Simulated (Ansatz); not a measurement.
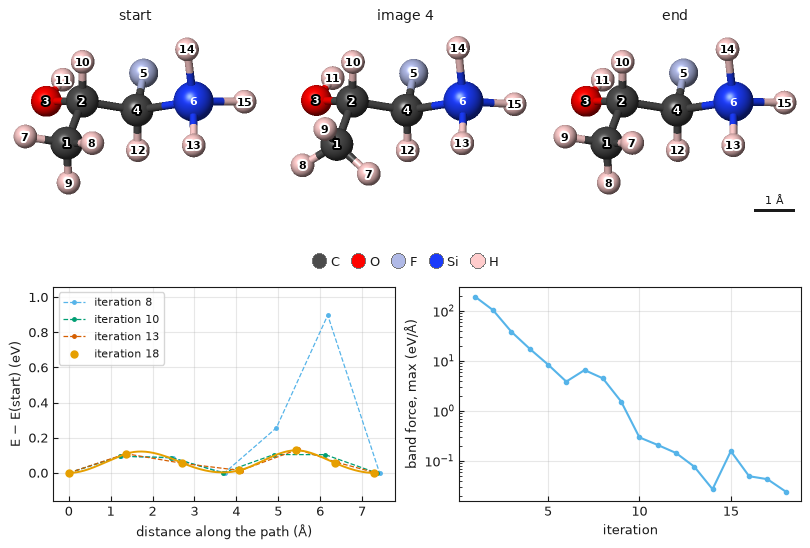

A nudged-elastic-band calculation for C₃H₉FOSi. Images are numbered from 0 (start) to 6 (end). The plot follows the band through its iterations. A ball-and-stick model, seen from a free direction.

All numbers below come from Ansatz, RKS LDA/def2-SVP. Run with 5 movable images; climbing image; force threshold 0.03 eV/Å; iteration limit 60; starting path through a guess of the saddle point.

### Did the band converge, and can the barrier be trusted?

The run is converged, with reservations. The band converged in 18 iterations. The largest component of the band force went from 190 to 0.024 eV/Å. The climbing image converged on the top of the path. Its vibrational analysis gives one imaginary mode (228i cm⁻¹), as a transition state must have. The first iteration put the highest image at 60.906 eV. The two ends have the same energy, and the highest point, image 4, lies 0.129 eV above the start. The profile has 2 maxima (images 1, 4) with a dip at image 3 (+0.014 eV), so the process runs in steps.

The run took 2.9 min on 2 threads of Intel(R) Xeon(R) Platinum 8259CL CPU @ 2.50GHz (Skylake/Cascade Lake), with other jobs on the host, peak memory 0.19 GiB.
